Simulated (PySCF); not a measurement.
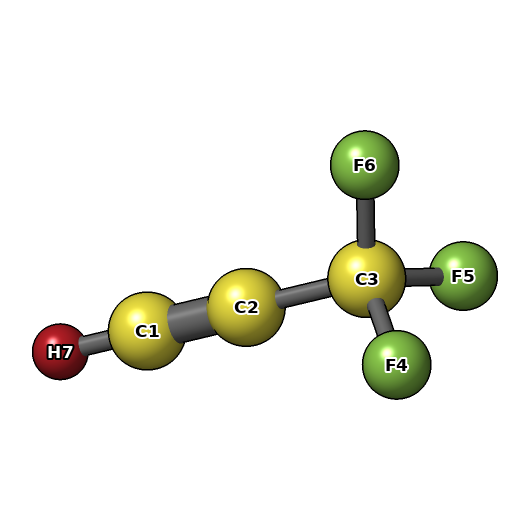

The thickness of each stick grows with its Mayer bond order. Computed geometry: GFN2-xTB optimisation. No frequency run is at hand to confirm it as a minimum. Method: PBE0/pcSseg-1 (PySCF 2.14.0).

Question. Which bond has the highest Mayer bond order?

Answer. C1–C2, 2.49, at a length of 1.196 Å.

List the Mayer bond orders of C1–C2, C1–H7, C2–C3, C3–F4 (one bond of each equivalent set).

| bond | Mayer order | length (Å) |
| --- | --- | --- |
| C1–C2 | 2.49 | 1.196 |
| C1–H7 | 1.11 | 1.051 |
| C2–C3 | 1.05 | 1.458 |
| C3–F4 | 0.98 | 1.341 |
